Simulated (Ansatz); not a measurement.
Electronic density of states of amorphous Ti₂₀O₄₂Zr, density 3.69 g/cm³, on a 2×2×2 Γ-centred mesh with a Gaussian width of 0.1 eV; energies count from the Fermi level, whose place inside the gap is arbitrary. Cell and mesh are small, so fine structure isn't converged. Computed with PBE, scalar-relativistic without spin-orbit coupling (plane waves to 420 eV, PAW; Ansatz, an electronic-structure program). Sampling: a 2×2×2 Γ-centred mesh; Fermi-Dirac width 0.02 eV; no spin polarisation. At PBE the levels at the filled edge of the gap are localised (band-tail or defect states).

A CHGNet melt-quench gave the starting glass, which DFT then relaxed. O atoms were pushed apart under 1.9 Å during the dynamics, to hinder bonds among them. The hot cell started wider than the set density and was brought back towards it in steps. It is the lowest in DFT energy of 2 quenches. It is a model cell: composition and starting density were chosen by hand, and all elements were melted together. No dispersion term was used. Its density started from a set value of 3.69 and ended at 3.69 g/cm³. Cooling (nominally 360 K/ps over its main leg) ran many orders faster than in experiment, which tends to leave more defects and strain. One small periodic cell is one sample of the glass; other quenches scatter about these values. The volume was held where the preparation left it and the shape relaxed, at a PBE pressure of 1.7 GPa. Stress components on the final sampling reach 1.8 GPa.

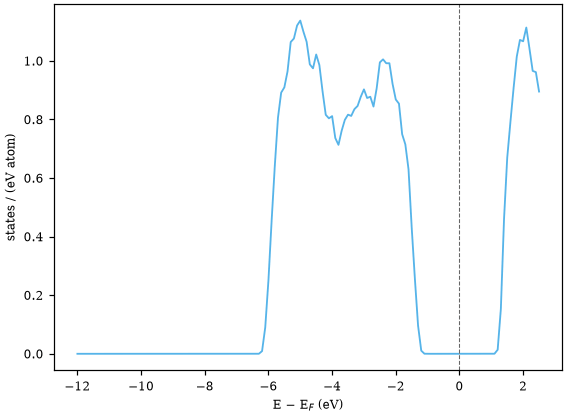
Figure: Density of states per atom

The level gap on this mesh is 2.71 eV; the broadening fills part of it in the curve.
